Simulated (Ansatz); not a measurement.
## Electronic structure of H$_{8}$OW in real space

```yaml
atoms:
  - { symbol: W, position_ang: [0.1690, 0.1691, -0.4274] }
  - { symbol: O, position_ang: [0.1933, 0.0123, 2.1558] }
  - { symbol: H, position_ang: [-0.7152, 0.2857, 2.3710] }
  - { symbol: H, position_ang: [1.5751, -0.5205, 0.1970] }
  - { symbol: H, position_ang: [-0.5998, 1.4890, 0.3028] }
  - { symbol: H, position_ang: [-1.3513, -0.1878, 0.2225] }
  - { symbol: H, position_ang: [0.0127, -1.4031, 0.1567] }
  - { symbol: H, position_ang: [0.1617, 0.2527, -2.1826] }
  - { symbol: H, position_ang: [1.2352, 1.2797, 0.2778] }
  - { symbol: H, position_ang: [0.7483, 0.7777, 2.3855] }
```

Core potentials replace the inner electrons of W.

Theory: RKS PBE-D4/def2-TZVP (Ansatz).

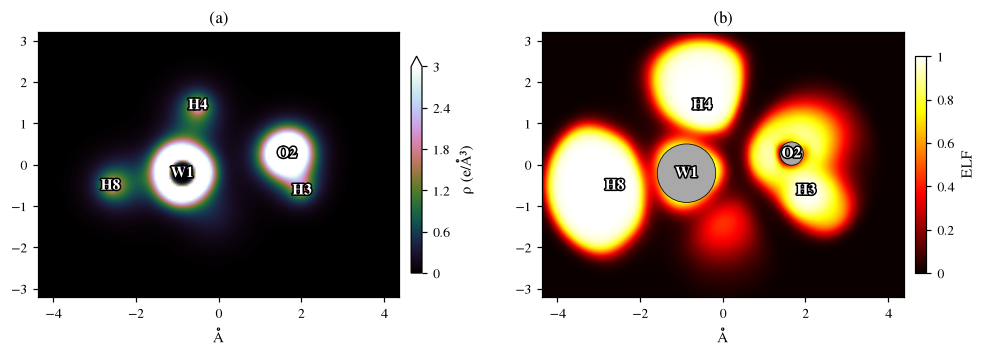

Figure 1. (a) electron density; (b) ELF on the plane of atoms H4, W1 and H8. Grey discs cover the atomic cores in the ELF map.

### Describe what can be read from this map.

- The plane passes through W, O and H nuclei.
- W–O (2.59 Å): ρ is about 0.21 e/Å³ halfway; the ELF is about 0.10 at the midpoint.
- O–H (0.97 Å): ρ at the midpoint is about 3.7 e/Å³; the ELF climbs to about 1 towards the hydrogen, as it does in any bond to H: a covalent bond by its length.
- W–H (1.69 Å): ρ at the midpoint is about 1.5 e/Å³; the ELF climbs to about 1 towards the hydrogen.

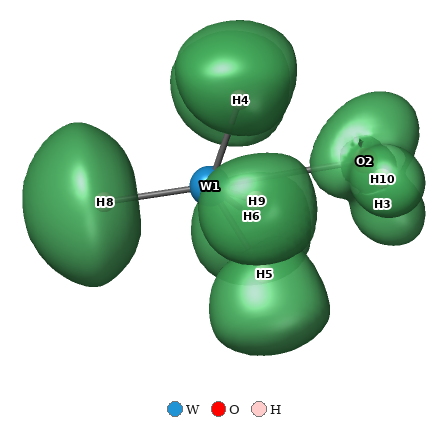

Figure 2. Isosurface of the ELF at 0.75 (green), seen from one side. Core shells and regions of very low density are left out.

### Identify the bonds, lone pairs and shells in this picture.

The ELF exceeds this value in six regions around hydrogen nuclei and one joined region spread over several atoms (H, O), in which their bonds and any lone pairs are merged.

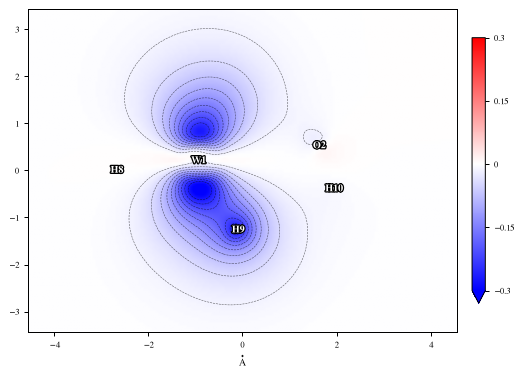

Figure 3. The HOMO on the plane of atoms H8, W1 and H9 (values in Å⁻³ᐟ²; the overall sign is arbitrary).

### Where does this orbital lie, and at what energy?

Its weight (Hirshfeld) is mainly on W1 (about 55 %), H7 (about 15 %), H4 (about 15 %) and H6 (about 5 %). Its energy is −6.85 eV.
